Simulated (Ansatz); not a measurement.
SiO2: response to strain

Take SiO2 (space group P4_12_12, No. 92; a = 5.0289 Å, c = 7.0108 Å) as the base. Axes: x, y, z lie along a, b, c of the conventional cell.

Strains are applied to the cell and any free atomic positions relax; under biaxial strain the out-of-plane vector relaxes too.

Computed with Ansatz (a quantum-chemistry and plane-wave program) PBEsol, without spin-orbit coupling, earlier PAW set.

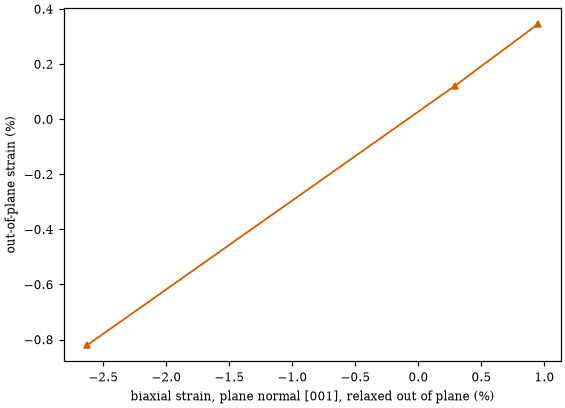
Figure. Out-of-plane strain against biaxial strain, plane normal [001], relaxed out of plane

### Question
From the plot, what is the out-of-plane strain for biaxial strain +0.29 %, plane normal [001], relaxed out of plane?

### Answer
About 0.12 %.

### Question
Is the trend monotonic over the range shown?

### Answer
Yes, it rises throughout, spanning -0.82 % to +0.35 %.

Stability against distortions was not tested.
